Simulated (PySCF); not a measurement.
## NMR shielding calculation, with input and output: BNH6

System: BNH6 (borane ammonia), SMILES [BH3-][NH3+].
Method: GIAO PBE0/pcSseg-1 NMR shielding, non-relativistic, gas phase (PySCF 2.14.0).

The geometry comes from this level: GFN2-xTB, MD frame at 5100 fs, 400 K. Figures and captions count atoms from 1; the log counts them from 0 in places.

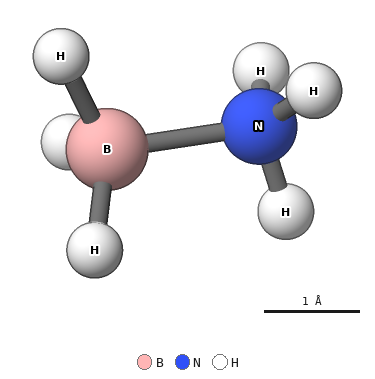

The structure (ball-and-stick view, seen at a tilt). Bond lengths as drawn: B–H 1.18 to 1.26 Å, B–N 1.65 Å and H–N 0.99 to 1.01 Å.

### Input
```
{"job": {"kind": "nmr", "xc": "PBE0", "basis": "pcSseg-1", "pop": false}, "charge": 0, "multiplicity": 1}
B      6.964214     3.554612     1.797860
N      6.281281     4.906748     1.145575
H      6.038490     3.218584     2.470006
H      7.899770     3.861118     2.587036
H      7.247389     2.810550     0.922209
H      5.660913     5.243968     1.833808
H      6.895500     5.642031     0.833741
H      5.663219     4.518542     0.447501
```

The first line tells a small driver script what to run in PySCF; the rest is the geometry in Å.

Hardware: 1 CPU thread, shared host.

Command:
```bash
OMP_NUM_THREADS=1 python <driver script> task.json out
```

### Output
```
coarse grid: 5872 points
cycle   1  E = -83.0335248956  dE = -3.593e-02  |g| = 3.333e-01  |ddm| = 2.075e+00
cycle   2  E = -83.0514738557  dE = -1.795e-02  |g| = 2.615e-01  |ddm| = 6.534e-01
cycle   3  E = -83.0736570867  dE = -2.218e-02  |g| = 2.789e-02  |ddm| = 2.750e-01
cycle   4  E = -83.0738378450  dE = -1.808e-04  |g| = 1.369e-02  |ddm| = 3.031e-02
cycle   5  E = -83.0738753008  dE = -3.746e-05  |g| = 2.227e-03  |ddm| = 7.981e-03
cycle   6  E = -83.0738763213  dE = -1.021e-06  |g| = 1.907e-04  |ddm| = 1.627e-03
final grid: 54432 points
cycle   7  E = -83.0811937389  dE = -1.867e-05  |g| = 5.756e-03  |ddm| = 1.409e-02
cycle   8  E = -83.0811913992  dE =  2.340e-06  |g| = 6.849e-03  |ddm| = 8.646e-03
cycle   9  E = -83.0812015562  dE = -1.016e-05  |g| = 4.706e-04  |ddm| = 4.295e-03
cycle  10  E = -83.0812016157  dE = -5.953e-08  |g| = 7.564e-05  |ddm| = 4.038e-04
cycle  11  E = -83.0812016172  dE = -1.498e-09  |g| = 9.498e-06  |ddm| = 6.602e-05
cycle  12  E = -83.0812016172  dE = -2.254e-11  |g| = 1.107e-06  |ddm| = 1.132e-05
```

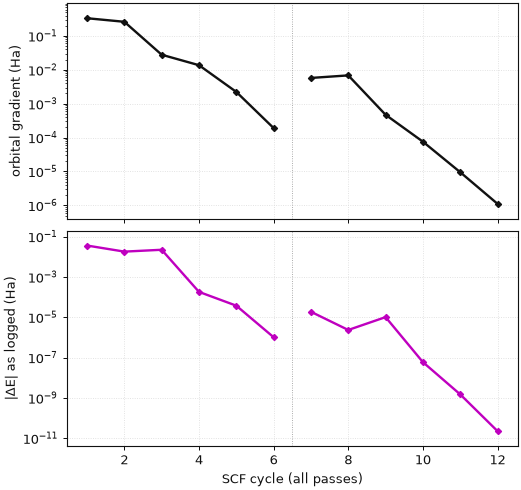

Convergence of the self-consistent field: orbital gradient and size of the energy change against the SCF cycle. The dotted line marks the change from a coarse to the final integration grid. The first 6 cycles use a coarse grid, the final grid takes over at cycle 7, and the field converges after 12 cycles in all.

```
converged SCF energy = -83.0812016172

GIAO shielding tensors (ppm)
atom      isotropic    diamagn.    paramagn.     s11        s22        s33       span
  0 B      125.112     195.475     -70.363    108.725    113.252    153.359     44.634
  1 N      236.325     323.732     -87.406    220.608    241.114    247.254     26.646
  2 H       29.600      34.938      -5.338     26.584     27.913     34.304      7.721
  3 H       28.444      28.263       0.181     26.044     27.505     31.782      5.737
  4 H       29.519      30.361      -0.842     26.954     28.218     33.386      6.432
  5 H       29.617      34.191      -4.574     22.143     27.039     39.670     17.528
  6 H       29.401      22.049       7.352     23.118     25.288     39.796     16.678
  7 H       28.679      41.116     -12.437     21.543     26.159     38.334     16.790
```

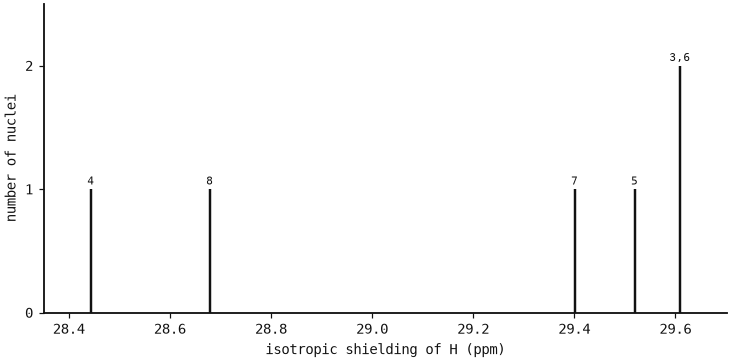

Isotropic shieldings of the hydrogen nuclei in this fixed geometry, labelled by atom number; shielding grows to the right, so chemical shift grows to the left. The least shielded is H4 (28.4 ppm), the most shielded H6 (29.6 ppm).

### Summary

- outcome: converged
- total energy: −83.081202 hartree
- HOMO: −7.51 eV
- LUMO: 0.33 eV
- dipole moment: 5.55 D
- isotropic shielding, B: 125.1 ppm
- isotropic shielding, N: 236.3 ppm
- isotropic shielding, H: 28.4 to 29.6 ppm
- wall time: 1.7 s
- peak memory: 0.33 GiB
